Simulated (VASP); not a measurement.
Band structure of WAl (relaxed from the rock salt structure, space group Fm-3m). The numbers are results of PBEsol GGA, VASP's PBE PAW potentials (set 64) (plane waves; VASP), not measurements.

Unless said otherwise, spin-orbit coupling is left out, though it shifts the bands of the heavy elements here.

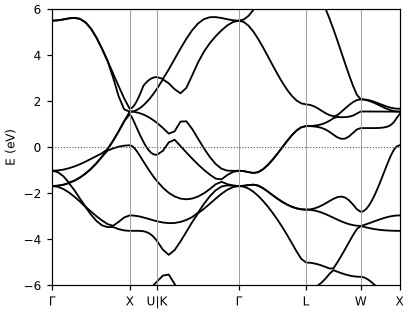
*Bands along high-symmetry lines, zero at the valence-band maximum or, without a gap, the Fermi level*

Read the plot: is there a gap, and where are the band edges?

It has no gap at this level: it comes out as a metal or semimetal. (Edges off the drawn lines would not show.)

The structure was generated: WAl was put into the rock salt type (Fm-3m), which need not be its known phase. It was relaxed first, which changed the volume by -42 %. The electron count is odd and the run is not spin-polarised, which forces a metal.
